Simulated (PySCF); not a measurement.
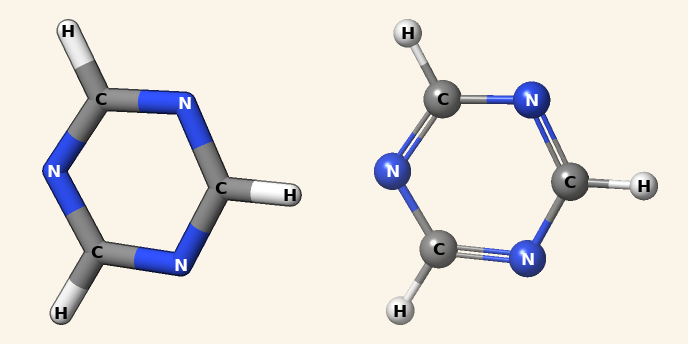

Both panels show the same species.

What does the picture show?

It has 9 atoms: 3 carbon, 3 hydrogen and 3 nitrogen (C₃H₃N₃). Its SMILES string is `c1ncncn1`. Independent rings (smallest set): 1 of 6 members, 1 of them aromatic. This geometry has D3h symmetry. All atoms lie on one plane. Coordination: 3 C trigonal planar; 3 N bent.

More results for the same structure follow; atom numbers are the same in all pictures, views and colours differ. The geometry was computed by an optimisation with PBE0-D3(BJ)/def2-SVP. No frequency run is at hand to confirm it as a minimum.

**Levels of theory compared**

No frequency run is at hand to confirm it as a minimum. Program: PySCF 2.14.0.

Tabulate HOMO–LUMO gap (eV), HOMO energy (eV) at these levels: BHandHLYP/aug-pcX-1 (pcseg-1 on H); CAM-B3LYP/def2-SVPD; CAM-B3LYP/def2-SVPD in chloroform (IEF-PCM); PBE0/pcSseg-1 in chloroform (IEF-PCM); WP04/pcSseg-1 in chloroform (IEF-PCM); ωB97X-D/pcSseg-1 in chloroform (IEF-PCM).

```
                                      level  HOMO–LUMO gap (eV)  HOMO energy (eV)
         BHandHLYP/aug-pcX-1 (pcseg-1 on H)                9.12             −9.71
                        CAM-B3LYP/def2-SVPD                9.03             −9.60
CAM-B3LYP/def2-SVPD in chloroform (IEF-PCM)                9.13             −9.62
      PBE0/pcSseg-1 in chloroform (IEF-PCM)                6.54             −8.14
      WP04/pcSseg-1 in chloroform (IEF-PCM)                5.46             −9.28
   ωB97X-D/pcSseg-1 in chloroform (IEF-PCM)               10.30            −10.09
```

**Quadrupole coupling**

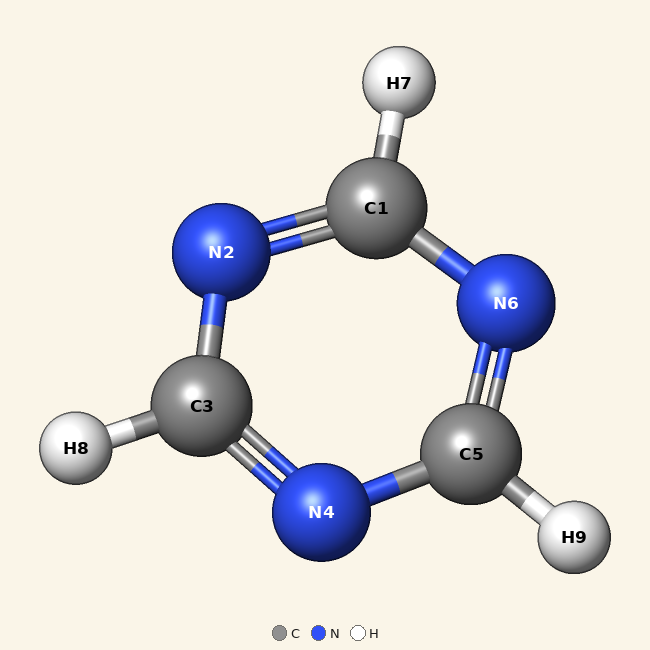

No frequency run is at hand to confirm it as a minimum. Electric field gradients from the ground-state density, PBE0/pcSseg-1 in chloroform (IEF-PCM) (PySCF 2.14.0), non-relativistic apart from any core potentials.

Give the largest field-gradient component, the quadrupole coupling constant and the asymmetry for 14N at N2 (Q = 20.44 mb).

| atom | V_zz (a.u.) | e²qQ/h (MHz) | η |
| --- | --- | --- | --- |
| N2 | −1.041 | −5.00 | 0.38 |

**NMR shielding**

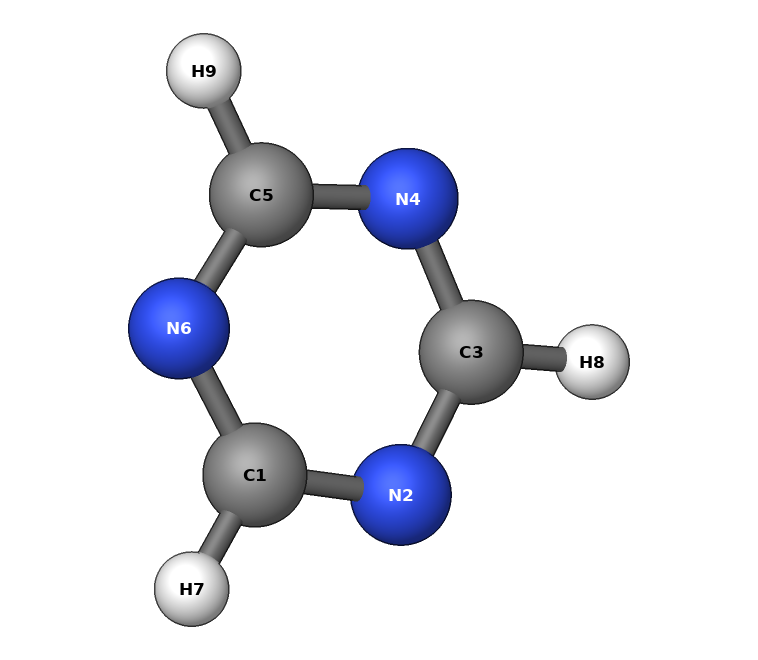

No frequency run is at hand to confirm it as a minimum. Properties computed with GIAO WP04/pcSseg-1 NMR shielding, non-relativistic, IEF-PCM chloroform (PySCF 2.14.0). Principal shieldings σ11 ≤ σ22 ≤ σ33, span Ω = σ33 − σ11, skew κ = 3(σiso − σ22)/Ω.

Give the shielding tensors of the N atoms.

| atom | σ11 | σ22 | σ33 | σiso | Ω | κ |
| --- | --- | --- | --- | --- | --- | --- |
| N2, N4, N6 | −265.4 | −181.3 | 263.5 | −61.1 | 528.9 | 0.68 |

Shieldings and span in ppm.
